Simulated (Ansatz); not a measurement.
# AlCl2FH4Si: a reaction path by the nudged elastic band

What path joins these two structures, and how high does it climb? Both ends were relaxed at PBE0-D4 in triple zeta.

Program: Ansatz 0.2.0, Gaussian basis. Level of theory: PBE0-D4/def2-SVP. These are calculated values, not measurements.

23 further runs of the same task are left out: 1 that didn't finish, 22 set aside as unsound or not needed. Runs told in other sessions of the task aren't counted.

## (1) Starting geometry

The first end: 9 atoms, charge 0, spin multiplicity 1.

Atoms are counted from 1 here; the program's logs count them from 0.

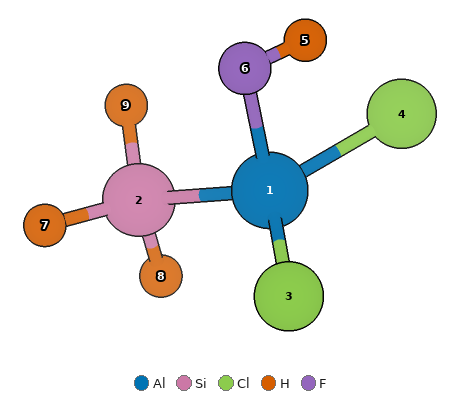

The starting geometry (aluminium blue, silicon pink, chlorine green, hydrogen orange, fluorine purple); atoms are numbered from 1 in the order of the file.

Coordinates:

```mol
AlCl2FH4Si
  3D, bonds by distance, orders not assigned

  9  8  0  0  0  0  0  0  0  0999 V2000
   -0.2718   -0.8670   -0.0364 Al  0  0
    0.9455    1.1253   -0.7047 Si  0  0
   -1.2042   -2.1229   -1.4354 Cl  0  0
    0.2911   -1.8504    1.8081 Cl  0  0
   -1.5523   -0.7152    1.8423 H   0  0
   -1.8533   -0.2316    1.0769 F   0  0
    0.1816    1.9065   -1.7158 H   0  0
    2.2562    0.7487   -1.3021 H   0  0
    1.2073    2.0066    0.4671 H   0  0
  1  2  8  0
  1  3  8  0
  1  4  8  0
  1  6  8  0
  2  7  8  0
  2  8  8  0
  2  9  8  0
  5  6  8  0
M  END
```

The second end:

```xyz
9
charge 0, multiplicity 1
Al   -0.7902   -1.3620    0.4735
Si    0.6505    1.2566   -0.3859
Cl   -1.0117   -1.8336   -1.5471
Cl    0.9452   -1.9364    1.4794
H    -0.4732    0.5322    0.3332
F    -2.1401   -1.0604    1.3564
H    -0.0371    2.0944   -1.3910
H     1.5499    0.2564   -0.9912
H     1.3068    2.0528    0.6727
```

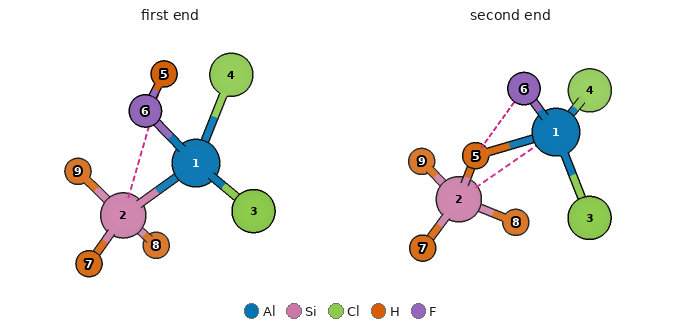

The two ends; dashed lines mark the contacts followed along the path.

## (2) The band at PBE0-D4/def2-SVP

neb/in.yaml reads:

```yaml
crystal:
  periodic: [false, false, false]
  atoms:
    - {symbol: Al, position_ang: [-0.271767, -0.866956, -0.036443]}
    - {symbol: Si, position_ang: [0.945459, 1.125281, -0.704664]}
    - {symbol: Cl, position_ang: [-1.204230, -2.122915, -1.435429]}
    - {symbol: Cl, position_ang: [0.291139, -1.850449, 1.808125]}
    - {symbol: H, position_ang: [-1.552289, -0.715235, 1.842305]}
    - {symbol: F, position_ang: [-1.853281, -0.231589, 1.076861]}
    - {symbol: H, position_ang: [0.181641, 1.906540, -1.715764]}
    - {symbol: H, position_ang: [2.256152, 0.748666, -1.302054]}
    - {symbol: H, position_ang: [1.207278, 2.006555, 0.467064]}
basis:
  gaussian: {orbitals: def2-SVP}
hamiltonian: {xc: pbe0, dispersion: d4}
neb:
  images: 5
  climbing: true
  max_iterations: 40
  initial_path: idpp
  final_atoms:
    - {symbol: Al, position_ang: [-0.790206, -1.362037, 0.473544]}
    - {symbol: Si, position_ang: [0.650514, 1.256602, -0.385904]}
    - {symbol: Cl, position_ang: [-1.011744, -1.833609, -1.547067]}
    - {symbol: Cl, position_ang: [0.945241, -1.936449, 1.479351]}
    - {symbol: H, position_ang: [-0.473223, 0.532177, 0.333225]}
    - {symbol: F, position_ang: [-2.140132, -1.060365, 1.356359]}
    - {symbol: H, position_ang: [-0.037054, 2.094355, -1.391047]}
    - {symbol: H, position_ang: [1.549899, 0.256427, -0.991156]}
    - {symbol: H, position_ang: [1.306803, 2.052798, 0.672692]}
```

On the command line:

```bash
> ansatz run in.yaml --threads 8 --pin off --events-out ev --progress --plain --max-ram 19148MiB
```

The log of the run, cut to the lines that bear on the results:

```text
Functional definition: PBE0
  name "PBE0"
  cite "Adamo & Barone, J. Chem. Phys. 110, 6158 (1999) doi:10.1063/1.478522"
  cite "Perdew, Burke & Ernzerhof, Phys. Rev. Lett. 77, 3865 (1996) doi:10.1103/PhysRevLett.77.3865"
  parent pbe
[...]
1045 factors; integrals over basis functions are off by at most 4.1e-4 eV
[...]
mean field -42274.39337858 eV, -1553.5553020497 hartree, gradient 7.1e-5 eV, S^2 0.000000; 0 other end points of the search recorded, 0 dependent functions left out
[...]
reference -42274.39340739 eV, -1553.5553031084 hartree; 37, 37 occupied and 69, 69 virtual orbitals, 1045 factors
[... from here to the last solve, the lines of the solves are left out (95 solves) ...]
WARN: NEB end point (image 0): max|allowed force component| = 2.125e-1 eV/Å (the criterion of neb.relax_end_points is 1.000e-2). That is over neb.f_tol: it is no minimum, so the barrier can be far off. Relax it first
WARN: NEB end point (image 6): max|allowed force component| = 5.498e-1 eV/Å (the criterion of neb.relax_end_points is 1.000e-2). That is over neb.f_tol: it is no minimum, so the barrier can be far off. Relax it first
NEB iter   1: max|band force component| = 3.876e0 eV/Å  barrier→ = 2.9702 eV  barrier← = 4.0855 eV  Δτ_max = 0.2000 Å  (181 SCF iters)
[...]
NEB iter   4: max|band force component| = 1.708e0 eV/Å  barrier→ = 1.1616 eV  barrier← = 2.2769 eV  Δτ_max = 0.2000 Å  (139 SCF iters)
[...]
NEB iter   7: max|band force component| = 1.338e0 eV/Å  barrier→ = 0.6544 eV  barrier← = 1.7697 eV  Δτ_max = 0.2000 Å  (134 SCF iters)
[...]
NEB iter  10: max|band force component| = 2.303e-1 eV/Å  barrier→ = 0.5799 eV  barrier← = 1.6952 eV  CI = image 4  Δτ_max = 0.0462 Å  (135 SCF iters)
NEB iter  11: max|band force component| = 1.868e-1 eV/Å  barrier→ = 0.5767 eV  barrier← = 1.6920 eV  CI = image 4  Δτ_max = 0.0323 Å  (133 SCF iters)
[...]
NEB iter  12: max|band force component| = 4.935e-2 eV/Å  barrier→ = 0.5753 eV  barrier← = 1.6906 eV  CI = image 4  CI's point: of a kind that is not told: the force calls were inconclusive, a negative curvature could not be distinguished from the path's own, the only one lies far off the [...]
Total energy: -42274.02535337 eV, -1553.5417773728 hartree
Atom 0 at    -0.425027    -1.200264    -0.014559 Å, force     0.048242    -0.026259    -0.011490 eV/Å
Atom 1 at     0.673722     1.104740    -0.108801 Å, force     0.009521    -0.002012    -0.021736 eV/Å
Atom 2 at    -0.923415    -1.873841    -1.931436 Å, force    -0.004093     0.004022     0.006226 eV/Å
Atom 3 at     0.510438    -2.449681     1.378405 Å, force    -0.003820     0.008032    -0.001332 eV/Å
Atom 4 at    -1.116493     0.432889     0.557715 Å, force     0.009758    -0.015712     0.022348 eV/Å
Atom 5 at    -1.878081    -0.328743     0.773957 Å, force    -0.048590     0.030209     0.002120 eV/Å
Atom 6 at     0.176635     2.098308    -1.105859 Å, force     0.000629     0.004731    -0.000368 eV/Å
Atom 7 at     1.878598     0.425511    -0.695141 Å, force    -0.002307     0.006376    -0.000693 eV/Å
Atom 8 at     1.103725     1.790978     1.145720 Å, force    -0.009339    -0.009386     0.004924 eV/Å
Dipole moment:    -0.048934     0.407807     0.091184 e Å
```

It took 80 s on 8 threads of Arm Neoverse V1, shared host.

The last band:

```tsv
image	path (Å)	energy (kcal/mol)	Al1–F6 (Å)	Si2–H5 (Å)	Al1–Si2 (Å)	H5–F6 (Å)
0	0.00	0.0	2.04	4.01	2.43	0.95
1	0.76	2.3	2.07	3.67	2.42	0.94
2	1.52	4.3	2.08	3.28	2.43	0.93
3	2.28	6.6	2.03	2.68	2.45	0.94
4	3.04	13.3	1.87	2.02	2.56	1.10
5	3.78	-17.7	1.68	1.55	2.88	1.87
6	4.52	-25.7	1.64	1.52	3.11	2.52
```

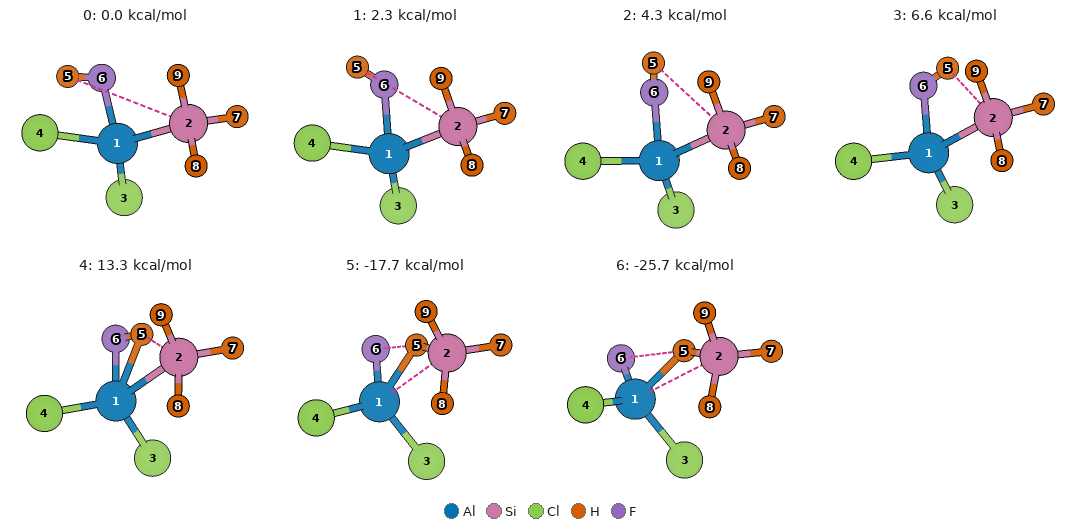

The images of the last band.

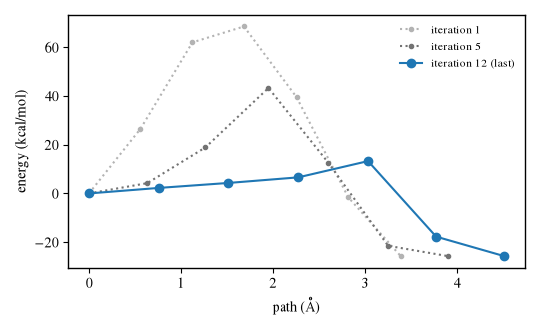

Energy along the path.

The highest image, 4:

```
Al   -0.4250   -1.2003   -0.0146
Si    0.6737    1.1047   -0.1088
Cl   -0.9234   -1.8738   -1.9314
Cl    0.5104   -2.4497    1.3784
H    -1.1165    0.4329    0.5577
F    -1.8781   -0.3287    0.7740
H     0.1766    2.0983   -1.1059
H     1.8786    0.4255   -0.6951
H     1.1037    1.7910    1.1457
```

## (3) Outcome

```
                                                                       quantity                                                     value
                                                PBE0-D4/def2-SVP, 12 iterations  highest 13.3 kcal/mol (image 4), last end -25.7 kcal/mol
from earlier runs: barrier over the separately found saddle, CCSD(T)/def2-TZVPP                                             14.3 kcal/mol
```

In words: The highest image lies 13.3 kcal/mol above the first end, and it climbed, so it estimates the saddle. The ends are not quite minima at this level (largest force component 0.55 eV/Å), so the heights are unreliable: relaxing the first end would lower it and raise the barrier above it. The highest image is 1.0 kcal/mol below the CCSD(T) barrier in triple zeta, which comes from separate runs on the saddle.
